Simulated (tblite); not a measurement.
# C4H8GeN2O: the cost of one run

Programs: tblite 0.8.0 and PySCF 2.14.0, with density-fitted response routines of our own. Each step states its level of theory. These are calculated values for one molecule in the gas phase, unless marked as measured. Atoms count from 0, in the outputs and in this text.

## Step 1: The starting structure

16 atoms, charge 0, multiplicity 1; geometry from: force field or distance geometry start.

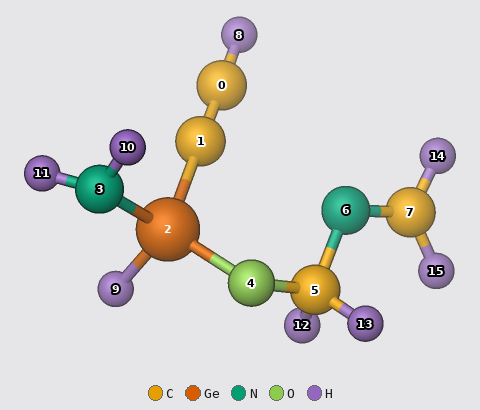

As it starts; carbon amber, germanium orange, nitrogen teal, oxygen green, hydrogen purple, atoms numbered; sticks join atoms by distance.

## Step 2: Geometry optimisation with GFN2-xTB

What the job is given:

```
{"job": {"kind": "relax", "xc": "GFN2-xTB", "basis": "xTB"}, "charge": 0, "multiplicity": 1}
C     -0.735000     2.141200    -1.090800
C     -0.967900     1.007300    -0.738500
Ge    -1.321600    -0.778000    -0.179200
N     -2.964100    -0.795900     0.686300
O     -0.018600    -1.440600     0.807700
C      1.233300    -1.047100     0.398900
N      1.373500     0.400100     0.461100
C      2.571500     0.836200     0.188700
H     -0.556700     3.155600    -1.395100
H     -1.488400    -1.668600    -1.455500
H     -2.978600    -0.211100     1.547800
H     -3.792000    -0.703800     0.088300
H      1.522000    -1.400700    -0.591300
H      1.980500    -1.508400     1.115700
H      2.775800     1.905300     0.203400
H      3.358700     0.117600    -0.058900
```

Run with:

```
OMP_NUM_THREADS=1 python probes_run.py task.json out
```

The driver reads the jobs from task.json and runs them one after another.

Q: Estimate the wall time of this first job on 1 thread of Arm Neoverse N1, shared host.

About 3.1 s.
